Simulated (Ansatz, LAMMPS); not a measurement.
# Ionic liquid MMIM+ FSI- with water, from a frame at 450 K (134 atoms): geometry optimisation

Wanted: the relaxed structure of ionic liquid MMIM+ FSI- with water, from a frame at 450 K (134 atoms) and its electronic structure.

Program: Ansatz 0.2.0. Level of theory: Kohn-Sham DFT, PBEsol, PAW (set soft_2), plane waves. Results are calculated unless marked as measured.

## Step 1: The structure

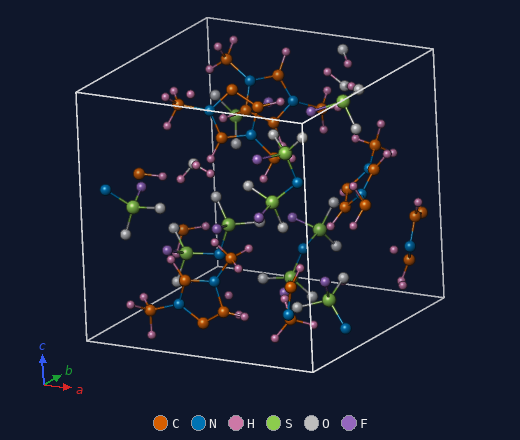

The starting structure, seen slightly off an axis (carbon orange, nitrogen blue, hydrogen pink, sulfur green, oxygen light grey, fluorine purple). Bonds to atoms that aren't drawn are left out. Some periodic images of atoms are drawn too.

The cell holds 134 atoms: 25 C, 15 N, 51 H, 10 S, 23 O and 10 F. Cell: a = 11.759 Å, b = 11.759 Å, c = 11.759 Å, α = 90.0°, β = 90.0°, γ = 90.0°. 5 MMIM+, 5 FSI-, 3 H2O placed at random, at 1.47 g/cm³; overlaps pushed apart, then 10 ps at 700 K with MMFF94 bonds, angles, torsions, charges and radii (Halgren, J. Comput. Chem. 17, 490 (1996)) in harmonic and 12-6 forms; SPC/E water (Berendsen, Grigera and Straatsma, J. Phys. Chem. 91, 6269 (1987)); charges of ions scaled by 0.8. Snapshot after 30 ps at 450 K and fixed volume.

What the set-up can't give: The network of contacts between molecules at the start is that of the classical potential that made the cell. The functional has no dispersion term, which matters for the binding between molecules or layers. The density was typed from a rule of thumb and may lie off the real one at this temperature. The Brillouin zone is sampled at Γ only, in a cell whose shortest periodic width is 12 Å.

## Step 2: The classical run that made the cell

A classical potential makes the cell, at a small fraction of what the same run would cost in DFT.

This step: classical MD, MMFF94 bonds, angles, torsions, charges and radii (Halgren, J. Comput. Chem. 17, 490 (1996)) in harmonic and 12-6 forms; SPC/E water (Berendsen, Grigera and Straatsma, J. Phys. Chem. 91, 6269 (1987)); charges of ions scaled by 0.8 (LAMMPS 22 Jul 2025 - Update 4).

The input, in.lmp:

```
# ionic liquid MMIM+ FSI- with water
units real
atom_style full
boundary p p p
bond_style harmonic
angle_style harmonic
dihedral_style opls
improper_style harmonic
special_bonds lj 0 0 0.5 coul 0 0 0.75
read_data data.lmp
neigh_modify delay 0 every 1 check yes one 4000
comm_modify cutoff 12.0
timestep 0.5
thermo_style custom step time temp pe press density
thermo_modify norm yes
# push overlapping molecules apart
pair_style soft 2.6
pair_coeff * * 0.0
variable a equal ramp(1,60)
fix ad all adapt 1 pair soft a * * v_a
velocity all create 700 325004 mom yes dist gaussian
fix lim all nve/limit 0.03
fix lan all langevin 700 700 50 325005 zero yes
thermo 1000
run 3000 post no
unfix ad
pair_style lj/cut/coul/long 9.0
pair_modify mix arithmetic tail yes
pair_coeff 1 1 0.0678 3.3680   # C
pair_coeff 2 2 0.0721 3.1460   # N
pair_coeff 3 3 0.0678 3.5860   # C
pair_coeff 4 4 0.0678 3.3270   # C
pair_coeff 5 5 0.0216 2.5400   # H
pair_coeff 6 6 0.0721 3.5530   # N
# [... 24 lines left out ...]
compute msd all msd com yes
thermo 7500
fix md all nvt temp 450 450 100
run 30000 post no
print "== T450: mean square displacement over the hold $(c_msd[4]:%.2f) A^2"
unfix md
uncompute msd
write_dump all custom T450.dump id type xs ys zs modify sort id
```

Command:

```sh
> lmp -in in.lmp -log none -nocite
```

Numbers of over 12 decimals in the logs are rounded to 6 here.

The program printed:

```text
LAMMPS (22 Jul 2025 - Update 4)
Reading data file ...
  orthogonal box = (0 0 0) to (11.75894 11.75894 11.75894)
  134 atoms
  orthogonal box = (0 0 0) to (11.75894 11.75894 11.75894)
  126 bonds
  203 angles
  130 dihedrals
  25 impropers
   Step          Time           Temp          PotEng         Press         Density
         0   0              700            0.65849291    -2294.7983      1.4709986
      1000   500            589.85181      2.19672        20923.74       1.4709986
      2000   1000           682.3547       2.0671353      30967.816      1.4709986
      3000   1500           638.16402      2.0407894      19870.722      1.4709986
[... 29 lines left out ...]
Loop time of 4.48218 s on 1 MPI rank(s) for 10000 steps with 134 atoms
   Step          Time           Temp          PotEng         Press         Density
[... 4 lines left out ...]
Loop time of 2.20925 s on 1 MPI rank(s) for 5000 steps with 134 atoms
   Step          Time           Temp          PotEng         Press         Density
[... 2 lines left out ...]
     30000   29000          417.64216     -2.0298171      5189.0049      1.4709986
     37500   36500          413.96462     -1.9995494      12451.403      1.4709986
     45000   44000          465.35513     -2.0078639     -6778.264       1.4709986
     47000   46000          451.62157     -2.1139057      2330.3636      1.4709986
Loop time of 13.0108 s on 1 MPI rank(s) for 30000 steps with 134 atoms
== T450: mean square displacement over the hold 12.33 A^2
```

Run time: 21 s. Hardware: 1 thread of Arm Neoverse V2, shared host; peak memory 0.12 GiB.

The input also reads data.lmp (atoms, bonds and types; not printed here).

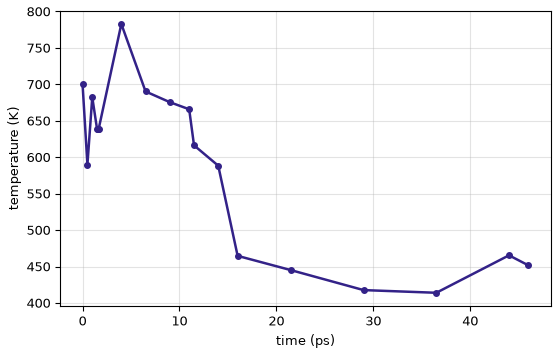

Temperature against time.

## Step 3: Single point at the start

The forces at the start show how far the geometry lies from a minimum of this functional.

The input, input.yaml:

```yaml
crystal:
  lattice:
    - [11.75894, 0.0, 0.0]
    - [0.0, 11.75894, 0.0]
    - [0.0, 0.0, 11.75894]
  atoms:
    - { symbol: C, position: [0.21966, 0.7641, 0.93053] }
    - { symbol: "N", position: [0.32254, 0.75953, 0.85885] }
    - { symbol: C, position: [0.32739, 0.71107, 0.75423] }
    - { symbol: C, position: [0.42214, 0.75485, 0.70423] }
    - { symbol: "N", position: [0.46034, 0.84302, 0.76979] }
    - { symbol: C, position: [0.53719, 0.92579, 0.72332] }
    - { symbol: C, position: [0.40254, 0.83769, 0.8672] }
    - { symbol: H, position: [0.20966, 0.83973, 0.98425] }
    - { symbol: H, position: [0.2211, 0.70249, 0.00015] }
    - { symbol: H, position: [0.14466, 0.76134, 0.88208] }
    - { symbol: H, position: [0.26509, 0.64431, 0.73519] }
    - { symbol: H, position: [0.46503, 0.74388, 0.61845] }
    - { symbol: H, position: [0.5275, 0.94974, 0.63093] }
    - { symbol: H, position: [0.62213, 0.90477, 0.74667] }
    - { symbol: H, position: [0.51995, 0.00161, 0.77146] }
    - { symbol: H, position: [0.40956, 0.89214, 0.94648] }
    - { symbol: C, position: [0.56074, 0.16251, 0.35414] }
    - { symbol: "N", position: [0.48565, 0.15671, 0.25331] }
    - { symbol: C, position: [0.52482, 0.14999, 0.13789] }
    - { symbol: C, position: [0.4279, 0.15702, 0.07876] }
    - { symbol: "N", position: [0.33935, 0.13069, 0.15176] }
    - { symbol: C, position: [0.2222, 0.11162, 0.1179] }
    - { symbol: C, position: [0.38001, 0.11562, 0.2565] }
    - { symbol: H, position: [0.63021, 0.09723, 0.34045] }
    - { symbol: H, position: [0.51154, 0.1298, 0.42149] }
    - { symbol: H, position: [0.58985, 0.24946, 0.37066] }
    - { symbol: H, position: [0.61045, 0.16179, 0.12543] }
    - { symbol: H, position: [0.40823, 0.17017, 0.99206] }
    - { symbol: H, position: [0.15926, 0.17255, 0.14422] }
    - { symbol: H, position: [0.18199, 0.03377, 0.15829] }
    - { symbol: H, position: [0.22659, 0.10683, 0.02074] }
    - { symbol: H, position: [0.3273, 0.10629, 0.33648] }
    [... 96 atom lines left out ...]
    - { symbol: O, position: [0.62295, 0.95831, 0.96235] }
    - { symbol: H, position: [0.59515, 0.93036, 0.0377] }
    - { symbol: H, position: [0.67659, 0.90135, 0.92903] }
    - { symbol: O, position: [0.74527, 0.75569, 0.89249] }
    - { symbol: H, position: [0.80748, 0.70231, 0.91512] }
    - { symbol: H, position: [0.67824, 0.7444, 0.9436] }
kpoints:
  mp_grid: { grid: [1, 1, 1] }
hamiltonian:
  xc: pbesol
scf:
  occupations: { method: fixed }
output:
  forces: true
  stress: true
  populations: true
  dos:
    method: { smearing: { sigma: 0.1 } }
    de: 0.1
    projected: { site_lists: { C: [C], F: [F], H: [H], "N": ["N"], O: [O] } }
  eigenvalues: true
```

Command:

```sh
> ansatz run input.yaml --threads 4 --pin off --max-ram 8192MiB --backend cpu --events-out ev --progress --plain --runs-dir out
```

The program printed:

```text
Engine: ansatz 0.2.0, aarch64-unknown-linux-gnu
Pseudopotentials: kind: paw
Pseudopotential: C, paw, valence charge 4, recommended cutoff 420 eV (normal), C.paw.azcp
Pseudopotential: N, paw, valence charge 5, recommended cutoff 420 eV (normal), N.paw.azcp
Pseudopotential: H, paw, valence charge 1, recommended cutoff 420 eV (normal), H.paw.azcp
Pseudopotential: S, paw, valence charge 6, recommended cutoff 420 eV (normal), S.paw.azcp
Pseudopotential: O, paw, valence charge 6, recommended cutoff 420 eV (normal), O.paw.azcp
Pseudopotential: F, paw, valence charge 7, recommended cutoff 420 eV (normal), F.paw.azcp
Functional definition: PBEsol
  exchange = pbesol_x
  correlation = pbesol_c
Crystal: 134 atoms, lattice volume = 1625.940 Å³
Basis set: ecut = 420 eV, 31799 PW (Γ), exchange–correlation on 160×160×160 points (8 copies of the dense FFT grid, shifted against one another)
Bands: 381, of which v1, the nominal top of the filled ones, is band 247 counted from 1 (246 counted from 0)
Symmetry: 1 space group operations
Space group: P1 (ITA 1), of the structure as read, at distance tolerance 1.2e-4 Å
k-points: 1
Non-local potential: C, projectors of the file, l = 0: 2, l = 1: 2, l = 2: 1
Non-local potential: N, projectors of the file, l = 0: 2, l = 1: 2, l = 2: 1
Non-local potential: H, projectors of the file, l = 0: 2, l = 1: 1
Non-local potential: S, projectors of the file, l = 0: 2, l = 1: 2, l = 2: 2
Non-local potential: O, projectors of the file, l = 0: 2, l = 1: 2, l = 2: 1
Non-local potential: F, projectors of the file, l = 0: 2, l = 1: 2, l = 2: 1
PAW form: soft (Blöchl's): semilocal exchange-correlation on the pseudo side does not see the compensation charge
PAW frozen core: C, regenerated for the run's functional, and the local potential with it (the file was generated under x = pbe(κ = 0.804, μ = 0.219515), c = pbe(β = 0.066725))
PAW frozen core: N, regenerated for the run's functional, and the local potential with it (the file was generated under x = pbe(κ = 0.804, μ = 0.219515), c = pbe(β = 0.066725))
PAW frozen core: S, regenerated for the run's functional, and the local potential with it (the file was generated under x = pbe(κ = 0.804, μ = 0.219515), c = pbe(β = 0.066725))
PAW frozen core: O, regenerated for the run's functional, and the local potential with it (the file was generated under x = pbe(κ = 0.804, μ = 0.219515), c = pbe(β = 0.066725))
PAW frozen core: F, regenerated for the run's functional, and the local potential with it (the file was generated under x = pbe(κ = 0.804, μ = 0.219515), c = pbe(β = 0.066725))
PAW one-centre angular grid: C, 110 points (default); XC on 64 Gauss nodes
PAW one-centre angular grid: N, 110 points (default); XC on 64 Gauss nodes
PAW one-centre angular grid: H, 110 points (default); XC on 64 Gauss nodes
PAW one-centre angular grid: S, 110 points (default); XC on 64 Gauss nodes
PAW one-centre angular grid: O, 110 points (default); XC on 64 Gauss nodes
PAW one-centre angular grid: F, 110 points (default); XC on 64 Gauss nodes
Initial density: superposition of atomic densities (neutral atoms: chi_scale 0, normalization atom), corrected by the library's trained network
Initial wavefunctions: pseudopotential atomic-orbital guess
Functional: x = pbesol(κ = 0.804, μ = 0.123457), c = pbesol(β = 0.046)
SCF iter   1: F=—  HF=-42375.825765 eV  |F-HF|=—  |Δ(HF+E_count)|=         —  Δρ=9.22e-3  dr2=1.19e0  ethr=1.77e-3  ⟨swp⟩=4.0  Hψ=1453  notcnv=0  defer=131
preconditioner: auto → Resta (q_TF=auto, 2.237 Å⁻¹)  ε∞=2.6  [insulator: Δε(μ)=3.866 eV  Ē_g=15.824 eV  n_scr=304 (ndim 8)  ℏωp=20.0 eV  f_vac=0.271  ε∞_Penn≈2.6]
SCF iter   2: F=—  HF=-42375.525832 eV  |F-HF|=—  |Δ(HF+E_count)|=   3.00e-1  Δρ=3.24e-3  dr2=1.66e-1  ethr=2.40e-4  ⟨swp⟩=2.0  Hψ=662  notcnv=0  defer=131
SCF iter   3: F=—  HF=-42375.527549 eV  |F-HF|=—  |Δ(HF+E_count)|=   1.72e-3  Δρ=1.54e-3  dr2=4.96e-2  ethr=3.35e-5  ⟨swp⟩=2.0  Hψ=484  notcnv=0  defer=132
SCF iter   4: F=—  HF=-42375.529957 eV  |F-HF|=—  |Δ(HF+E_count)|=   2.41e-3  Δρ=7.33e-4  dr2=1.03e-2  ethr=1.00e-5  ⟨swp⟩=2.0  Hψ=475  notcnv=0  defer=132
SCF iter   5: F=—  HF=-42375.529421 eV  |F-HF|=—  |Δ(HF+E_count)|=   5.36e-4  Δρ=2.74e-4  dr2=1.50e-3  ethr=2.09e-6  ⟨swp⟩=2.0  Hψ=491  notcnv=0  defer=132
SCF iter   6: F=—  HF=-42375.529713 eV  |F-HF|=—  |Δ(HF+E_count)|=   2.92e-4  Δρ=1.28e-4  dr2=2.88e-4  ethr=3.03e-7  ⟨swp⟩=2.0  Hψ=485  notcnv=0  defer=130
SCF iter   7: F=—  HF=-42375.529719 eV  |F-HF|=—  |Δ(HF+E_count)|=   5.80e-6  Δρ=5.58e-5  dr2=5.08e-5  ethr=5.82e-8  ⟨swp⟩=2.0  Hψ=484  notcnv=0  defer=130
SCF iter   8: F=—  HF=-42375.529796 eV  |F-HF|=—  |Δ(HF+E_count)|=   7.75e-5  Δρ=1.80e-5  dr2=5.60e-6  ethr=1.03e-8  ⟨swp⟩=2.0  Hψ=603  notcnv=0  defer=130
SCF iter   9: F=—  HF=-42375.529800 eV  |F-HF|=—  |Δ(HF+E_count)|=   3.55e-6  Δρ=9.40e-6  dr2=1.44e-6  ethr=1.13e-9  ⟨swp⟩=2.0  Hψ=488  notcnv=0  defer=130
SCF iter  10: F=—  HF=-42375.529800 eV  |F-HF|=—  |Δ(HF+E_count)|=   5.64e-7  Δρ=3.22e-6  dr2=1.66e-7  ethr=2.91e-10  ⟨swp⟩=2.0  Hψ=488  notcnv=0  defer=130
SCF iter  11: F=-42375.529801 eV  HF=-42375.529801 eV  |F-HF|=2.92e-9  |Δ(HF+E_count)|=   8.75e-8  Δρ=1.53e-6  dr2=3.85e-8  ethr=2.02e-11  ⟨swp⟩=15.0  Hψ=2605  notcnv=0
SCF 1 converged in 11 iterations: F = -42375.529801 eV  dr2 = 3.85e-8
  greatest PAW one-centre occupation: 0.936 electrons in one spin orbital (limit 2), on the F atom at site 115 (counted from 0), in its partial waves of l = 0
SCF converged after 11 iterations
Free energy (F): -42375.529801 eV
Harris-Foulkes:  -42375.529801 eV  (|F-HF|=2.92e-9)
Internal energy: -42375.529801 eV  (E = F + TS)
E sigma→0 (E₀):  -42375.529801 eV
Fermi energy:    0.123781 eV
--- Per-component energies (eV) ---
  E_band       = -4169.325441
  E_kinetic    = 12218.768676
  E_local      = -43907.572264  (includes V_loc(G=0)·N_el)
  E_nonlocal   = 3576.573547
  E_hartree    = 16604.037097
  E_xc         = -5934.790041
  E_vxc        = -7212.774379  (∫ρ·V_xc dr)
  E_paw        = -15554.284899  (= ΣΔE_a)
  E_vpaw       = -2052.408187  (= ΣTr[D̂ρ^β])
  E_aug_tail   = 0.012048  (compensation charges beyond the density's cutoff)
  E_ewald      = -9381.078502
  E_core_change = 2.804536  (= ΣΔE_core)
  E_smearing   = -0.000000  (= −TS)
  E_closure    = -0.000000  (closes the sum)
  Σ components = -42375.529801   (vs F -42375.529801, Δ=0.00e0)
--- Forces (eV/Å), atoms counted from 1 ---
  atom   1  C      1.23395079    -0.36599615     1.79172160
  atom   2  N     -1.79467505     0.87487033     0.91000154
  atom   3  C      0.00381807    -1.45122854     0.01510502
  atom   4  C      0.26031275     0.06585880    -2.50713283
  atom   5  N     -0.18939508    -1.25888936    -0.43895210
  atom   6  C     -0.24677350     1.05201536     0.25379793
  atom   7  C      0.41889758     2.34942288     1.69157062
  atom   8  H      0.68384058     0.70199268    -0.56974166
  atom   9  H      0.13376390    -0.86190229    -0.37894865
  atom  10  H     -1.14707444    -0.34920991    -1.18828456
  atom  11  H      0.45628370     0.23540700    -0.39145189
  atom  12  H     -1.00804046    -0.07979000     1.14831302
  atom  13  H     -0.27230822    -0.91810733     0.83467262
  atom  14  H      1.17599834    -0.39838577    -0.05313513
[...]
atom 133  H     -0.73877399     0.20451620     0.05282574
  atom 134  H      0.81378381    -0.37332540    -0.21426330
  max |Σ_I F_I| component: 9.20e-5 eV/Å
--- Stress (GPa, compression-positive) ---
        0.958116       0.135811       0.769457
        0.135811       2.790067       0.446023
        0.769457       0.446023       0.839352
  P = ⅓ Tr σ = 1.5292 GPa (15.292 kbar)
--- Band table (eV) ---
  k-point 0: bands = ["-26.7042", "-25.5000", "-25.3655", "-25.3266", [... 365 levels ...], "10.6997", "10.7364", "10.7591", "10.8379", "10.8727", "10.8816", "10.9136", "10.9260", "10.9804", "10.9910", "11.0934", "11.1486"]
--- Löwdin populations: 134 sites ---
  site symbol       q [e]
     0      C      4.3941
     1      N      4.9309
     2      C      4.0645
[...]
133      H      0.6230
  spilling = 0.017712 (of n_electrons = 494.000000)
```

Wall time 24 s (4 threads of Arm Neoverse V2, shared host); peak memory 2 GiB; 94 s of CPU time.

In the SCF lines HF is the Harris–Foulkes energy and dr2 the Hartree energy of the density residual, in eV; the loop may stop once dr2 is under the threshold and the program's other checks hold. Hψ counts applications of the Hamiltonian.

The run gave:

```
free energy                                      : -42375.5298 eV
free energy per atom                             : -316.2353 eV/atom
SCF cycles                                       : 11
pressure                                         : 1.529 GPa
r.m.s. force component                           : 1.154 eV/Å
longest force                                    : 7.267 eV/Å
Fermi energy                                     : 0.1238 eV
gap (highest filled to lowest empty level) : 3.654 eV
spilling of the projection                       : 0.01771
```

The r.m.s. force component of 1.2 eV/Å and the pressure of 1.5 GPa set the starting point.

Neighbours are counted within 1.34 Å (H-C), 1.21 Å (H-O), 1.77 Å (C-C), 1.79 Å (C-N), 1.93 Å (O-S), 2.02 Å (N-S), 1.98 Å (F-S).

Length of the force by element and coordination:

| element | coordination | atoms | mean length of the force (eV/Å) | spread | least | most |
| --- | --- | --- | --- | --- | --- | --- |
| C | all | 25 | 1.95 | 0.785 | 0.454 | 4.32 |
| C | 3 | 15 | 2.19 | 0.777 | 1.20 | 4.32 |
| C | 4 | 10 | 1.60 | 0.653 | 0.454 | 2.43 |
| F | all | 10 | 1.34 | 0.976 | 0.445 | 3.74 |
| H | all | 51 | 1.03 | 0.482 | 0.147 | 2.51 |
| N | all | 15 | 2.08 | 0.964 | 0.413 | 3.59 |
| N | 2 | 5 | 1.93 | 0.849 | 1.00 | 3.23 |
| N | 3 | 10 | 2.15 | 1.01 | 0.413 | 3.59 |
| O | all | 23 | 1.46 | 0.871 | 0.133 | 3.51 |
| O | 1 | 20 | 1.64 | 0.786 | 0.608 | 3.51 |
| O | 2 | 3 | 0.247 | 0.0897 | 0.133 | 0.352 |
| S | all | 10 | 3.98 | 1.67 | 0.511 | 7.27 |

[end of part 1 of 3]

[Logs are printed without paths, hosts, clocks, repeated set-up lines and the standing remarks that a program may print on its own settings, such as how far it seeks lower states.]

[Hosts, paths, dates, database ids (printed as entryN), source tags and the programs' standing remarks are cut or masked in the printed files.]

[The MMFF94 radii named for the starting cell were scaled by 0.96; in molecules described by MMFF94, hydrogen bound to N, O or S took a small fixed 12-6 site in their place.]
